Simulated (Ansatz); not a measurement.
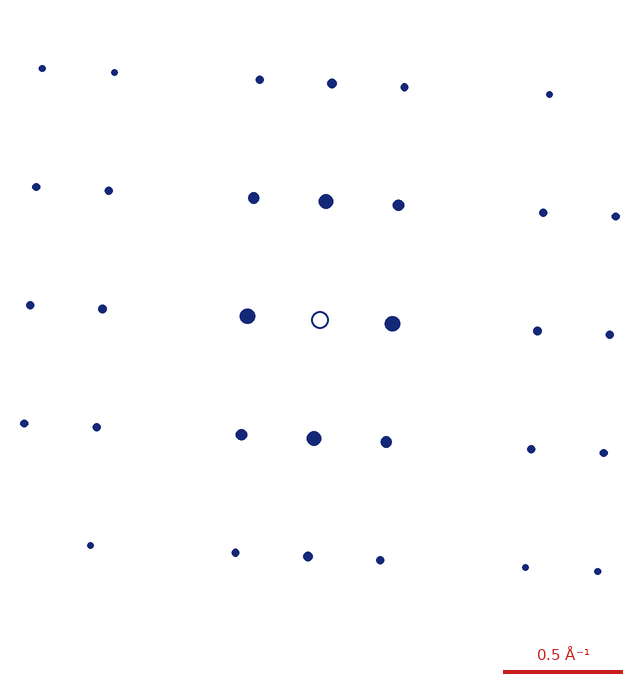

Computed electron diffraction pattern, 80 kV, single scattering only, B = 0.5 Å².

It belongs to Ge, space group Fd-3m (No. 227), a = 5.66 Å. Structure: the input geometry of an electronic-structure calculation (not necessarily at equilibrium).

| atom | site | symmetry | x | y | z |
| --- | --- | --- | --- | --- | --- |
| Ge | 8a | -43m | 0.0000 | 0.0000 | 0.0000 |

> Determine the zone axis from the geometry of the pattern.

The spots form a rectangular net whose two shortest vectors correspond to d = 3.27 Å and 2.00 Å, 90.0° apart. They index as -1 1 1 and 0 -2 2, so the zone axis is [211] (or an equivalent direction of <211>).

> Which reflections of this zone are missing, and why?

The lattice centring (F) removes all reflections that break h + k = 2n, h + l = 2n; a glide plane extinguishes reflections such as 2 -4 0, 2 0 -4; reflections such as 2 -2 -2, 2 -6 2, 2 2 -6 are allowed by the space group but vanish because the atoms sit on special positions. In a thicker crystal double diffraction can put intensity into those places emptied by glide planes or screw axes that lie on the net of the visible spots, but never into those emptied by centring.

> List the strongest reflections.

Strongest reflections with d > 0.80 Å, one of each family (|F|² from tabulated Gaussian fits of the electron scattering factors, times a small damping for the curvature of the Ewald sphere):

```tsv
hkl	d (Å)	I (strongest = 100)
1 -1 -1	3.268	100
0 2 -2	2.001	85
1 1 -3	1.707	30
0 4 -4	1.001	16
3 -3 -3	1.089	10
4 -4 -4	0.817	8
```
